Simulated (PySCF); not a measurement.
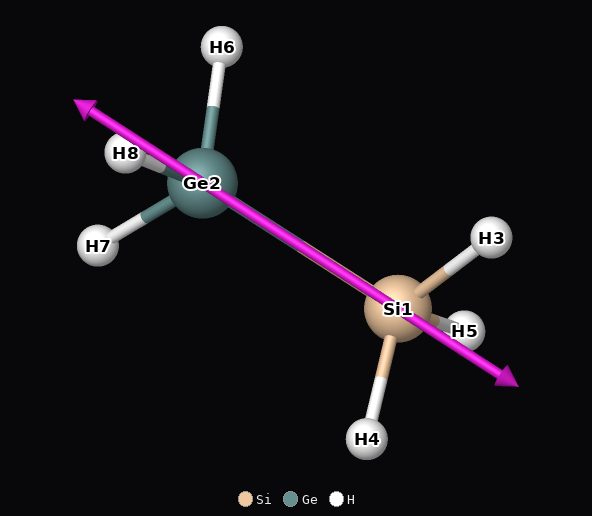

The double arrow shows the direction of the transition dipole to excited singlet state 4 (its length means nothing). The geometry was computed by an optimisation with GFN2-xTB. No frequency run is at hand to confirm it as a minimum. Properties computed with TDDFT B3LYP/def2-SVPD, vertical, gas phase, core orbitals frozen in the response (PySCF 2.14.0).

**How is the transition polarised?**

Nearly parallel to the Si1–Ge2 bond.

**Give its energy, strength and character.**

7.83 eV (158 nm), oscillator strength 0.27, mainly HOMO → LUMO+1 (weight 0.73); transition dipole 3.00 D.

The geometry is semi-empirical. Around Ge, Si such bond lengths and angles can be off by a tenth of an ångström or more and by several degrees, and values that hang on the shape move with them.
